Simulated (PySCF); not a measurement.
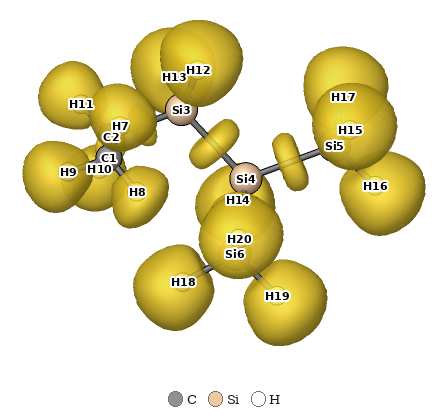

The picture shows: C₂H₁₄Si₄ (SMILES CC[SiH2][SiH]([SiH3])[SiH3]). Isosurface of the ELF at 0.85 (yellow), seen at a tilt. Core shells and regions of very low density are left out.

Geometry: GFN2-xTB.

Level of theory: PySCF, PBE0/pcSseg-1, SCF density, gas phase, non-relativistic.

```csv
atom,x (Å),y (Å),z (Å)
C,-2.2587,-1.1162,0.9743
C,-2.1225,-1.0136,-0.5389
Si,-1.0883,0.4891,-1.0992
Si,1.1848,0.2471,-0.6274
Si,2.3172,2.2774,-0.6976
Si,1.7024,-0.9543,1.3001
H,-2.7234,-0.2185,1.3775
H,-1.2851,-1.2355,1.4468
H,-2.8759,-1.9699,1.2528
H,-1.6725,-1.9326,-0.9198
H,-3.1208,-0.9565,-0.9771
H,-1.6625,1.6750,-0.4439
H,-1.3570,0.6675,-2.5345
H,1.7332,-0.5629,-1.7461
H,1.9807,3.1037,0.4646
H,3.7746,2.1318,-0.6820
H,1.9962,3.0789,-1.8801
H,1.1916,-2.3283,1.3003
H,3.1436,-1.0622,1.5371
H,1.1373,-0.3091,2.4900
```

> What do the ELF domains correspond to?

The surface consists of one region between bonded C–C atoms (shared pairs), one region between bonded C–Si atoms (shared pairs), three regions between bonded Si–Si atoms (shared pairs) and 14 regions around hydrogen nuclei. Profiles from the grid: C–C (1.52 Å): the ELF peaks at about 0.95 between the atoms (a covalent bond). C–Si (1.91 Å): the ELF peaks at about 0.95 between the atoms: a covalent bond.
